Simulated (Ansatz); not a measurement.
**SiBr2 (SMILES Br[Si]Br): B3LYP/def2-SVPD**

Aim: the electronic atomisation energy of SiBr2 at B3LYP/def2-SVPD, from 3 runs. 

The calculation is run with Ansatz 0.2.0.

26 further runs of the same task are left out: 1 that didn't finish, 25 set aside as unsound or not needed. Runs told in other sessions of the task aren't counted.

**1. Starting point**

SiBr2 has 3 atoms, charge 0, and is taken as a singlet. As SMILES, `Br[Si]Br`. The coordinates come from a PBE0-D4/def2-TZVP relaxation.

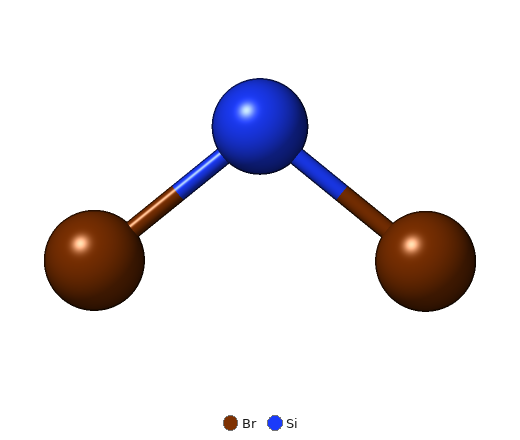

The structure, seen from a chosen angle (bromine brown, silicon blue).

**2. A single-point energy at B3LYP/def2-SVPD**

File run.yaml:

```yaml
crystal:
  periodic: [false, false, false]
  atoms:
    - {symbol: Br, position_ang: [0.975100, 1.342100, 0.670900]}
    - {symbol: Si, position_ang: [-0.770000, 0.385700, -0.376400]}
    - {symbol: Br, position_ang: [-0.216000, -1.792600, -0.307800]}
basis:
  gaussian: {orbitals: def2-SVPD}
hamiltonian: {xc: {name: B3LYP}}
accuracy: high
output: {orbitals: {seedname: orbitals}}
```

Command:

```console
ansatz run run.yaml --threads 1 --pin off --max-ram 2610MiB --events-out events.jsonl --progress --plain --runs-dir runs
```

Log:

```text
Warning: RAYON_NUM_THREADS=1 ignored (pool sized by the plan → 1); use --threads N
Functional definition: B3LYP
  name "B3LYP"
  parameter a0 = 0.2
  parameter ax = 0.72
  parameter ac = 0.81
  exchange = (1 - a0 - ax)*slater_x + ax*b88_x + a0*exact_x
  correlation = (1 - ac)*vwn_rpa_c + ac*lyp_c
1832 factors; integrals over basis functions are off by at most 4.6e-9 eV
mean field evaluation 1: about -147953.9252 eV, gradient 1.3e1 eV
mean field evaluation 2: about -147953.1501 eV, gradient 2.0e1 eV
mean field evaluation 4: about -147954.5006 eV, gradient 4.0e-1 eV
mean field evaluation 8: about -147954.5576 eV, gradient 2.9e-2 eV
mean field evaluation 16: about -147954.5576 eV, gradient 2.3e-6 eV
mean field -147954.55762981 eV, -5437.2297056945 hartree, gradient 4.6e-8 eV, S^2 0.000000; 0 other end points of the search recorded, 0 dependent functions left out
reference -147954.55766018 eV, -5437.2297068103 hartree; 42, 42 occupied and 64, 64 virtual orbitals, 1832 factors
Total energy: -147954.55766018 eV, -5437.2297068103 hartree
```

Run time: 9.6 s. Hardware: 1 thread of Arm Neoverse V2, shared host; peak memory 0.38 GiB.

**3. The Br atom at the same level**

File job.yaml:

```yaml
crystal:
  periodic: [false, false, false]
  atoms:
    - symbol: Br
      position_ang: [0.000000, 0.000000, 0.000000]
basis:
  gaussian:
    orbitals: def2-SVPD
accuracy: high
hamiltonian:
  xc: {name: B3LYP}
magnetization:
  spin_polarized: true
  initial_magnetization: 1
```

Run the same way, it converges to -2573.83124 Eh (log not shown).

**4. The Si atom**

File input.yaml:

```yaml
basis:
  gaussian: {orbitals: def2-SVPD}
crystal:
  periodic: [false, false, false]
  atoms:
    - {symbol: Si, position_ang: [0.000000, 0.000000, 0.000000]}
total_charge: 0
magnetization: {spin_polarized: true, initial_magnetization: 2}
hamiltonian: {xc: {name: B3LYP}}
accuracy: high
```

Run the same way, it converges to -289.29459 Eh (log not shown).

**5. Summary of results**

At B3LYP/def2-SVPD:

| quantity | value |
| --- | --- |
| molecule: total energy | -5437.22971 Eh |
| molecule: HOMO energy | -7.42 eV |
| molecule: LUMO energy | -3.30 eV |
| molecule: HOMO–LUMO gap | 4.12 eV |
| Br atom: total energy | -2573.83124 Eh |
| Br atom: ⟨S²⟩ | 0.752 |
| Si atom: total energy | -289.29459 Eh |
| Si atom: ⟨S²⟩ | 2.004 |
| electronic atomisation energy | 7.419 eV |

Taking the molecule apart into free atoms costs 7.42 eV (716 kJ/mol), before zero-point energy and without spin-orbit coupling.
